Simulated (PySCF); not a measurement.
## Electronic structure of C5H14NTa (Ta(NEt)Me3) in real space

The calculation's input:

```
{"job": {"kind": "uv", "xc": "PBE0", "basis": "def2-SVPD", "ip": false, "nstates": 10}, "charge": 0, "multiplicity": 1}
Ta    -0.160647     0.242854    -0.910647
N     -0.159557     0.252560     0.854243
C     -0.141748     0.228062     2.274177
C      0.578896    -0.991914     2.832090
H      0.342052     1.147689     2.654693
H     -1.179339     0.250592     2.658481
H      0.568782    -0.984138     3.933125
H      0.095282    -1.918939     2.488489
H      1.626084    -1.010459     2.494489
C      1.919397     0.225479    -1.506815
H      1.998028     0.288233    -2.610173
H      2.422733    -0.703853    -1.185542
H      2.490428     1.067069    -1.077924
C     -1.183765     2.049076    -1.525486
H     -1.282321     2.073068    -2.628760
H     -0.621430     2.949406    -1.219025
H     -2.195250     2.138776    -1.092827
C     -1.188082    -1.568103    -1.502722
H     -2.197037    -1.651329    -1.063052
H     -0.625460    -2.466704    -1.191438
H     -1.293776    -1.601455    -2.604957
```

Command:

```sh
OMP_NUM_THREADS=1 python probes_run.py task.json out
```

Geometry: PBE0-D3(BJ)/def2-SVP; core potentials replace the inner electrons of Ta.

Computed with PySCF 2.14.0, PBE0/def2-SVPD, SCF density, gas phase, scalar-relativistic core potentials on the heavy atoms.

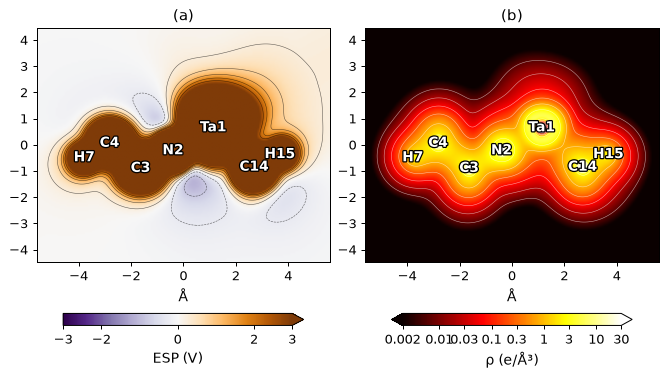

Figure 1. (a) electrostatic potential; (b) electron density on the plane of atoms N2, C3 and C4.

Q: What do the fields say about this system?

A: Atoms in the plane: Ta, N, C and H.
C–N (1.42 Å): ρ at the midpoint is about 2 e/Å³.
C–C (1.52 Å): ρ at the midpoint is about 1.7 e/Å³.
Ta–N (1.76 Å): the density is about 1.4 e/Å³ at the midpoint.
C–Ta (2.17 Å): ρ is about 0.79 e/Å³ halfway.
C–H (1.10 Å): ρ is about 1.9 e/Å³ halfway.
Outside the dense part of the molecule the potential is most negative (−1.1 V) near N2.

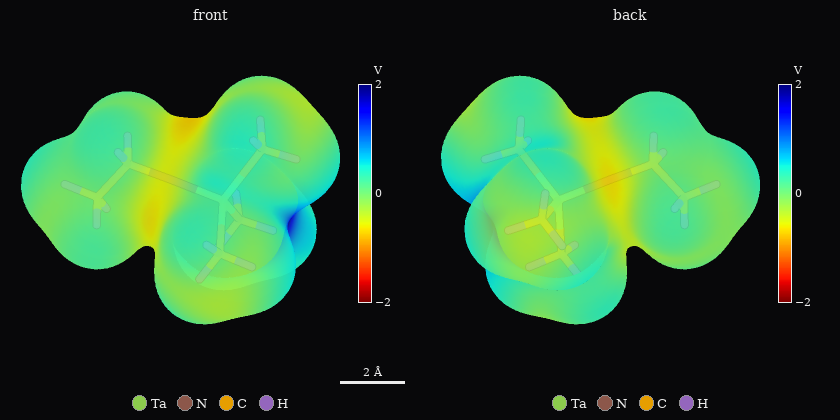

Figure 2. The molecular electrostatic potential painted on the density surface at 0.001 e/bohr³, seen from the front and from behind; the colour scale runs from red (negative) to blue (positive).

Q: Describe the electrostatic potential map.

A: The most negative region (about −0.7 V) lies over N2 and C14, the most positive (about +1.6 V) over Ta1.

Q: What dipole moment does the calculation give?

A: Its dipole moment is 0.46 D.
